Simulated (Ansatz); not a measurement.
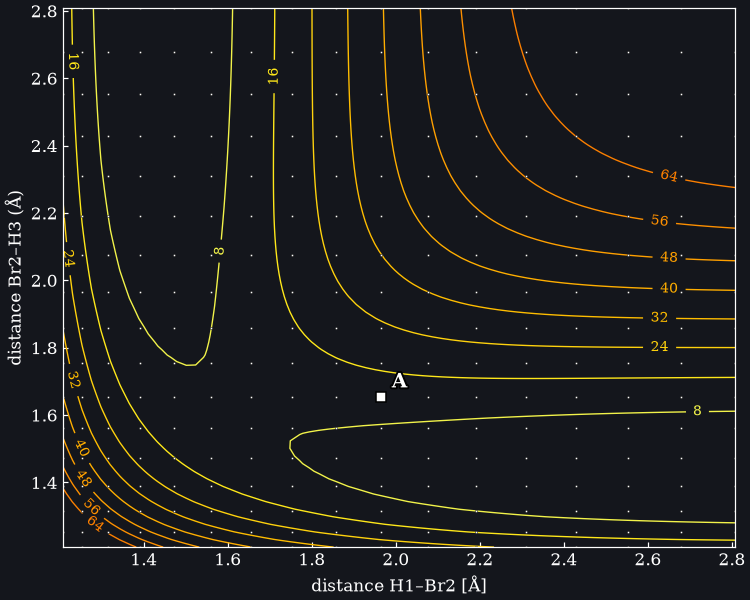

The system H + BrH, spin multiplicity 2. The first coordinate is: distance H1–Br2; the second: distance Br2–H3. Nothing is relaxed (the angle H1–Br2–H3 is fixed at 180 degrees). The scan uses a 17 × 17 grid; 153 points were computed and 136 follow by symmetry. Points are written as (first, second). All energies are given in kcal/mol relative to H far from the relaxed BrH (each part in its own basis). In part of the range the unrestricted reference is strongly spin-contaminated. Level of theory: UKS PBE0-D4/def2-TZVPD (Ansatz).

The picture shows contour lines labelled in kcal/mol (none above 64), dots at the grid points, the point A. Between grid points the surface is interpolated.

Q: Is A at rest? If not, where is it pushed?

A: A, at (1.965 Å, 1.655 Å), is not a stationary point. The computed force is 4 kcal/mol for each Å towards smaller values of distance H1–Br2 and 52 kcal/mol for each Å towards smaller values of distance Br2–H3.
